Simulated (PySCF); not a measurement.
# Atomic calculation, with input and output: N

- system: N, configuration 1s2 2s1 2p4, multiplicity 4.
- method: unrestricted TPSSh, dyall-av3z, spin-free X2C-1e, Gaussian nucleus (PySCF)

The input:
```python
from pyscf import gto, scf, dft, mp, cc
import basis_set_exchange as bse
mol = gto.M(atom="N 0 0 0", charge=0, spin=3, symmetry="D2h",
            basis=gto.basis.parse(bse.get_basis("dyall-av3z", elements=["N"], fmt="nwchem")),
            nucmod="G")
mf = dft.UKS(mol, xc="TPSSH").sfx2c1e()
mf.irrep_nelec = {'Ag': (2, 1), 'B1u': (1, 0), 'B2u': (1, 1), 'B3u': (1, 0)}
mf.kernel()
```

The script is an equivalent of what the driver set up; the driver started from orbitals of its own, so the log can be shorter than this script's would be, and it computed the properties (radii, ⟨L²⟩, response) afterwards. It held the occupations shell by shell, which the script's counts by irreducible representation don't always enforce.

The program's output (extracts):
```
damping factor = 0
level_shift factor = 0
DIIS = <class 'pyscf.scf.diis.CDIIS'>
diis_start_cycle = 1
diis_space = 10
diis_damp = 0
SCF conv_tol = 1e-09
SCF conv_tol_grad = None
number electrons alpha = 5  beta = 2
XC functionals = TPSSH
    V. N. Staroverov, G. E. Scuseria, J. Tao, and J. P. Perdew.,  J. Chem. Phys. 119, 12129 (2003)
cycle= 1 E= -54.2486321435094  delta_E= -0.00726  |g|= 0.0267  |ddm|= 0.0839
cycle= 2 E= -54.2490928409362  delta_E= -0.000461  |g|= 0.015  |ddm|= 0.0245
cycle= 3 E= -54.2492159342747  delta_E= -0.000123  |g|= 0.00556  |ddm|= 0.00996
cycle= 4 E= -54.2492386188476  delta_E= -2.27e-05  |g|= 0.000409  |ddm|= 0.00508
cycle= 5 E= -54.2492387338174  delta_E= -1.15e-07  |g|= 5.14e-05  |ddm|= 0.000307
cycle= 6 E= -54.2492387351524  delta_E= -1.33e-09  |g|= 1.45e-06  |ddm|= 2.91e-05
cycle= 7 E= -54.2492387351532  delta_E= -8.03e-13  |g|= 3.62e-07  |ddm|= 1.27e-06
converged SCF energy = -54.2492387351532  <S^2> = 3.7623761  2S+1 = 4.0061832
```

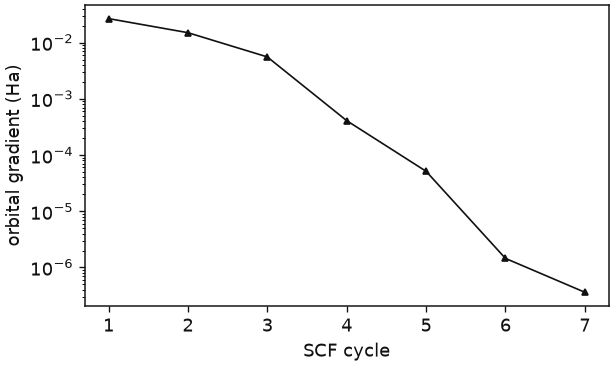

**Figure 1.** Convergence: orbital gradient against the SCF cycle. The residual falls at every step. It goes from 0.027 to 3.6×10⁻⁷ in 7 steps.

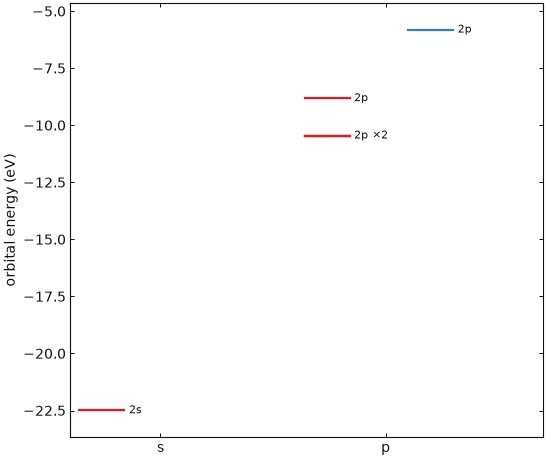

**Figure 2.** Orbital energies of the mean field, from the top down to −22.5 eV, by angular momentum, α spin at the left of each column and β at the right; ×n counts the orbitals under one label. Empty levels that the record names by l alone aren't drawn. The highest filled orbital is 2p β at −5.82 eV, the lowest empty one s β at −14.0 eV.

Results in brief:

- outcome: converged
- total energy: −54.249239 hartree
- ⟨S²⟩: 3.762
- ⟨L²⟩: 2.01
- SCF iterations: 7
- hardware: 1 CPU thread, shared host
- CPU time: 2.1 s (integrals apart)

Notes:

The driver held the occupations shell by shell, and empty s levels lie below the filled 2p. This is not the ground configuration of the species.
